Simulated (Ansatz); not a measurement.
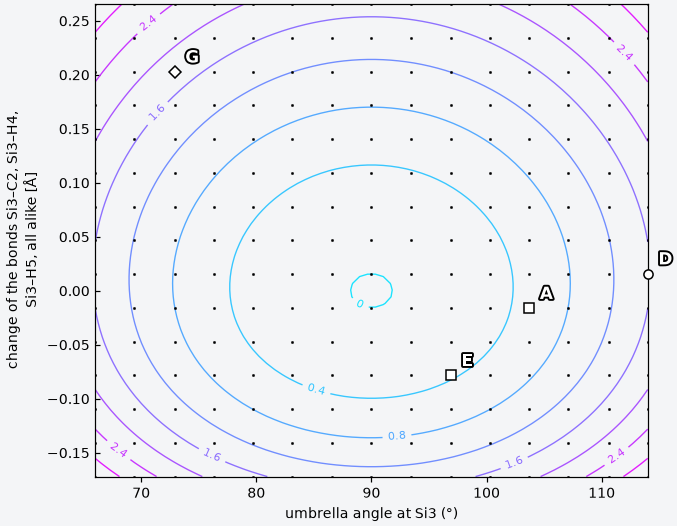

CH2NSi, SMILES N#C[SiH2+], charge +1. Coordinates scanned: (1) umbrella angle at Si3 (between each of its bonds and their common axis; 90 is planar); (2) change of the bonds Si3–C2, Si3–H4, Si3–H5, all alike. Nothing is relaxed (all other coordinates rigid). The grid has 15 × 15 points; 120 points were computed and 105 follow by symmetry. Points are written as (first, second). Energies: eV, counted from the lowest grid point. These are results of RHF/def2-TZVP in Ansatz, not measurements.

The picture shows contour lines labelled in eV, dots at the grid points, lettered points. Between grid points the surface is interpolated.

Question: Is A the lowest point of the computed grid?

Answer: No. A lies 0.51 eV above the lowest grid point, which is at (90.0°, 0.016 Å).

Question: Rank the lettered points by energy, lowest first.

Answer: E (0.37 eV), A (0.51 eV), D (1.57 eV), G (1.79 eV).

Question: What kind of point is each of A, E, G: minimum, saddle, maximum or slope?

Answer: A: on a slope; E: on a slope; G: on a slope. (In these two coordinates alone; a stationary point may lie a little off the grid point.)
